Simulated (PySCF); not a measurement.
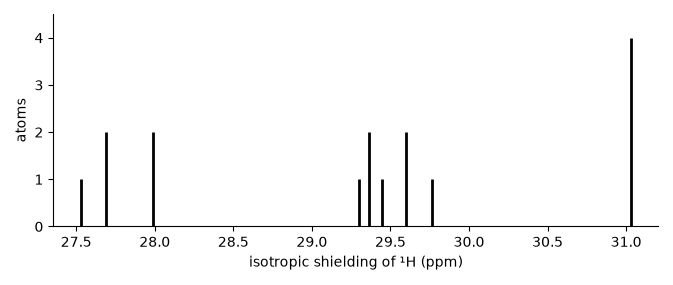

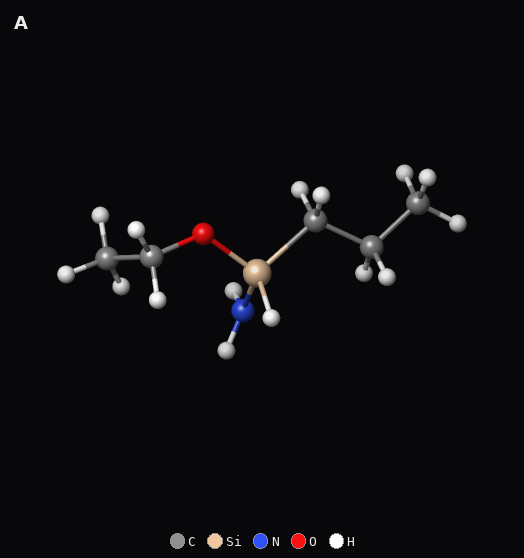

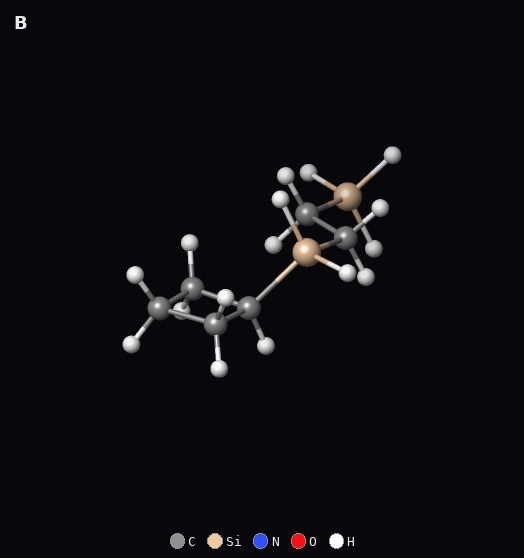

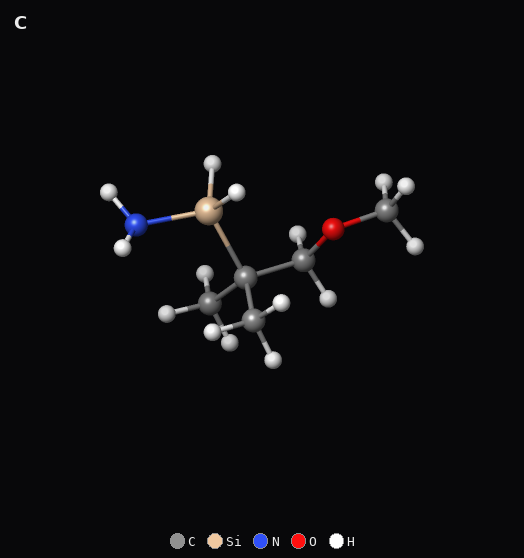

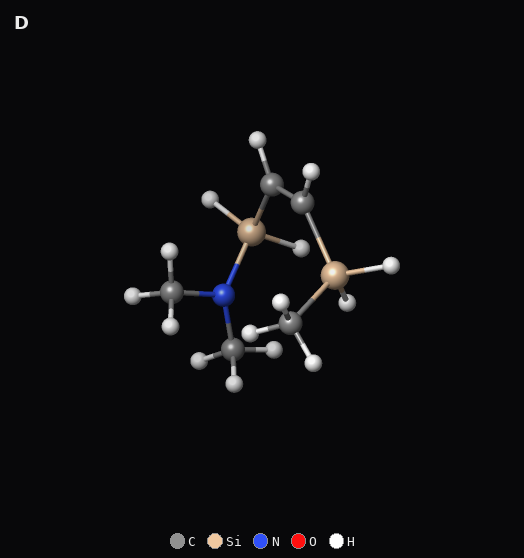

The sticks are computed shieldings of one of the molecules, for one fixed geometry (GFN2-xTB) without averaging over rotations. Low shielding means a high chemical shift. Method: GIAO PBE0/pcSseg-1 NMR shielding, non-relativistic, gas phase (PySCF 2.14.0).

Question: Which molecule gives this pattern?

Answer: B, `[SiH3]CC[SiH2]C1CCC1`. Its 16 H atoms give lines at 27.53, 27.69 (2 atoms), 27.99 (2 atoms), 29.30, 29.36 (2 atoms), 29.45, 29.60 (2 atoms), 29.76, 31.03 (4 atoms) ppm.

The geometry is semi-empirical. Around Si such bond lengths and angles can be off by a tenth of an ångström or more and by several degrees, and values that hang on the shape move with them.
